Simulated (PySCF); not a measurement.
# Two runs on C4H8Se

System: C4H8Se.
Method of the first run: GIAO WP04/pcSseg-1 NMR shielding, non-relativistic, gas phase (PySCF 2.14.0).

The geometry comes from this level: PBE0-D3(BJ)/def2-SVP. Text and figures count atoms from 1; the logs count them from 0 in places.

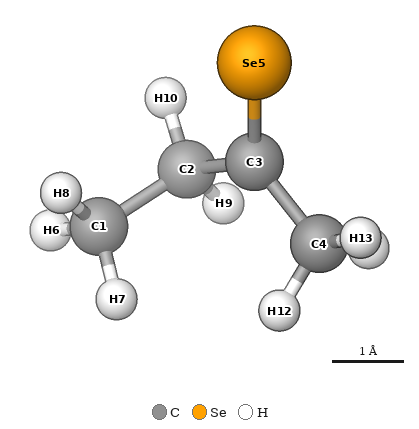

The structure (ball-and-stick view, seen at a tilt; atoms are numbered from 1 in the order of the input). Bond lengths as drawn: C–C 1.49 to 1.53 Å, C–H 1.10 Å and C–Se 1.77 Å.

## Input, the first run
```
{"job": {"kind": "nmr", "xc": "WP04", "basis": "pcSseg-1", "pop": false}, "charge": 0, "multiplicity": 1}
C     -1.649577    -0.093206     0.367973
C     -0.706049     0.537114    -0.658937
C      0.673666     0.742221    -0.100981
C      1.574195    -0.447451    -0.135716
Se     1.175676     2.290084     0.589389
H     -2.652450    -0.225045    -0.064279
H     -1.295868    -1.080834     0.701469
H     -1.738728     0.553757     1.253201
H     -0.641788    -0.118229    -1.546226
H     -1.114817     1.504968    -0.981809
H      1.795921    -0.707313    -1.186465
H      1.069365    -1.329356     0.296038
H      2.517444    -0.270232     0.394129
```

The first line tells a small driver script what to run in PySCF; the rest is the geometry in Å.

Hardware: 1 CPU thread, shared host.

## Output (the first run)
```
coarse grid: 47832 points
cycle   1  E = -2574.7942890799  dE = -7.247e-01  |g| = 6.173e-01  |ddm| = 3.325e+00
cycle   2  E = -2574.7730335483  dE =  2.126e-02  |g| = 6.280e-01  |ddm| = 1.114e+00
cycle   3  E = -2574.8702947534  dE = -9.726e-02  |g| = 9.914e-02  |ddm| = 5.733e-01
cycle   4  E = -2574.8715446103  dE = -1.250e-03  |g| = 5.428e-02  |ddm| = 1.114e-01
cycle   5  E = -2574.8721031952  dE = -5.586e-04  |g| = 2.726e-02  |ddm| = 6.820e-02
cycle   6  E = -2574.8723352443  dE = -2.320e-04  |g| = 6.194e-03  |ddm| = 3.561e-02
cycle   7  E = -2574.8723417523  dE = -6.508e-06  |g| = 6.682e-04  |ddm| = 4.561e-03
final grid: 100888 points
cycle   8  E = -2574.8723273504  dE =  4.368e-07  |g| = 1.498e-03  |ddm| = 3.862e-03
cycle   9  E = -2574.8723222485  dE =  5.102e-06  |g| = 4.453e-03  |ddm| = 6.139e-03
cycle  10  E = -2574.8723280386  dE = -5.790e-06  |g| = 2.734e-04  |ddm| = 4.368e-03
cycle  11  E = -2574.8723280587  dE = -2.010e-08  |g| = 5.314e-05  |ddm| = 3.149e-04
cycle  12  E = -2574.8723280594  dE = -7.335e-10  |g| = 4.491e-06  |ddm| = 5.560e-05
converged SCF energy = -2574.8723280594

GIAO shielding tensors (ppm)
atom      isotropic    diamagn.    paramagn.     s11        s22        s33       span
  0 C      150.119     248.106     -97.987    137.497    143.054    169.806     32.309
  1 C      118.969     249.374    -130.405     94.535    110.964    151.408     56.873
  2 C     -135.984     261.328    -397.312   -361.128   -177.405    130.580    491.708
  3 C      128.200     249.270    -121.070    102.773    116.848    164.980     62.207
  4 Se    -861.051    3005.250   -3866.301  -3699.446   -351.305   1467.598   5167.044
  5 H       30.174      28.476       1.698     27.030     27.436     36.056      9.026
  6 H       30.231      31.567      -1.336     26.366     29.659     34.669      8.303
  7 H       30.295      30.179       0.117     26.714     29.435     34.738      8.024
  8 H       28.531      31.903      -3.372     26.324     28.199     31.071      4.748
  9 H       28.363      30.602      -2.239     24.801     29.394     30.894      6.093
 10 H       28.758      29.299      -0.541     25.867     27.906     32.501      6.634
 11 H       28.320      31.484      -3.163     25.151     28.976     30.834      5.683
 12 H       28.348      29.370      -1.022     24.772     29.187     31.086      6.314
```

The input of the second run differs as follows (lines with − go, lines with + come):
```diff
-"xc": "WP04"
+"xc": "LC-wPBE"
```

What does this change do to the results?

The total energies belong to different methods, so their difference says nothing on which is more stable or more accurate. The HOMO goes from −6.96 to −8.65 eV. The LUMO goes from −4.14 to 0.01 eV. The dipole moment goes from 2.61 to 2.82 D. Of all shieldings, the largest change is that of Se5, by +26.0 ppm. The functional changes from WP04 to LC-wPBE. Exact exchange removes part of the self-interaction error of semilocal functionals, which pushes filled and empty levels apart. The SCF takes 14 iterations against 12.

## Output (the second run)
```
coarse grid: 47832 points
cycle   1  E = -2557.9935123634  dE = -4.116e-01  |g| = 7.969e-01  |ddm| = 3.168e+00
cycle   2  E = -2557.9995905637  dE = -6.078e-03  |g| = 5.789e-01  |ddm| = 1.019e+00
cycle   3  E = -2558.0630155456  dE = -6.342e-02  |g| = 1.879e-01  |ddm| = 6.224e-01
cycle   4  E = -2558.0713068472  dE = -8.291e-03  |g| = 4.867e-02  |ddm| = 1.748e-01
cycle   5  E = -2558.0717207974  dE = -4.140e-04  |g| = 1.022e-02  |ddm| = 5.803e-02
cycle   6  E = -2558.0717804285  dE = -5.963e-05  |g| = 3.980e-03  |ddm| = 2.942e-02
cycle   7  E = -2558.0717907744  dE = -1.035e-05  |g| = 1.171e-03  |ddm| = 1.392e-02
cycle   8  E = -2558.0717921966  dE = -1.422e-06  |g| = 3.392e-04  |ddm| = 5.230e-03
final grid: 100888 points
cycle   9  E = -2558.0718393216  dE = -6.876e-08  |g| = 2.074e-04  |ddm| = 1.429e-03
cycle  10  E = -2558.0718393732  dE = -5.160e-08  |g| = 1.280e-04  |ddm| = 5.090e-04
cycle  11  E = -2558.0718393520  dE =  2.124e-08  |g| = 5.951e-05  |ddm| = 1.670e-04
cycle  12  E = -2558.0718393698  dE = -1.779e-08  |g| = 3.681e-05  |ddm| = 2.496e-04
cycle  13  E = -2558.0718393709  dE = -1.150e-09  |g| = 1.261e-05  |ddm| = 1.024e-04
cycle  14  E = -2558.0718393712  dE = -3.070e-10  |g| = 6.097e-06  |ddm| = 5.566e-05
converged SCF energy = -2558.0718393712

GIAO shielding tensors (ppm)
atom      isotropic    diamagn.    paramagn.     s11        s22        s33       span
  0 C      169.814     246.600     -76.786    157.188    164.672    187.582     30.394
  1 C      138.209     246.770    -108.561    113.768    127.948    172.911     59.143
  2 C     -138.009     260.052    -398.062   -382.068   -189.030    157.070    539.138
  3 C      145.152     247.140    -101.988    117.757    133.928    183.771     66.014
  4 Se    -835.003    2997.880   -3832.884  -3572.699   -577.772   1645.460   5218.159
  5 H       29.942      28.343       1.600     26.275     26.828     36.724     10.449
  6 H       30.022      30.097      -0.075     25.584     29.274     35.208      9.624
  7 H       30.092      29.286       0.806     25.932     29.041     35.304      9.373
  8 H       28.365      30.914      -2.549     25.942     27.658     31.494      5.551
  9 H       27.985      30.427      -2.442     24.074     28.808     31.073      6.999
 10 H       28.570      28.566       0.003     25.323     27.564     32.823      7.500
 11 H       28.085      29.814      -1.729     24.633     28.739     30.882      6.249
 12 H       27.852      29.048      -1.196     23.698     28.803     31.054      7.356
```

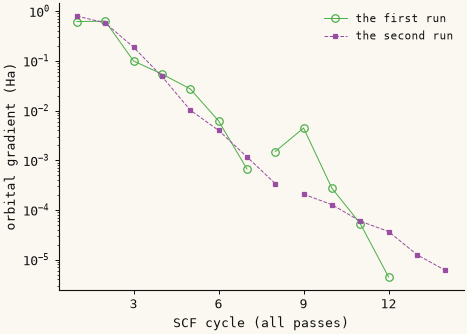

Convergence of the two runs: orbital gradient against the SCF cycle. A break in a curve parts two SCF passes (coarse and final grid). The first run takes 12 cycles in all, and the second run takes 14.

## The two runs side by side

```csv
quantity,the first run,the second run
outcome,converged,converged
total energy (hartree),−2574.872328,−2558.071839
HOMO (eV),−6.96,−8.65
LUMO (eV),−4.14,0.01
dipole moment (D),2.61,2.82
shielding of C1 (ppm),150.1,169.8
shielding of C2 (ppm),119.0,138.2
shielding of C3 (ppm),−136.0,−138.0
shielding of C4 (ppm),128.2,145.2
shielding of Se5 (ppm),−861.1,−835.0
shielding of H10 (ppm),28.4,28.0
shielding of H13 (ppm),28.3,27.9
SCF iterations,12,14
basis functions,149,149
wall time (shared host),13 s,27 s
```

For both runs: Spin–orbit coupling is left out, which matters for the heavy atoms.
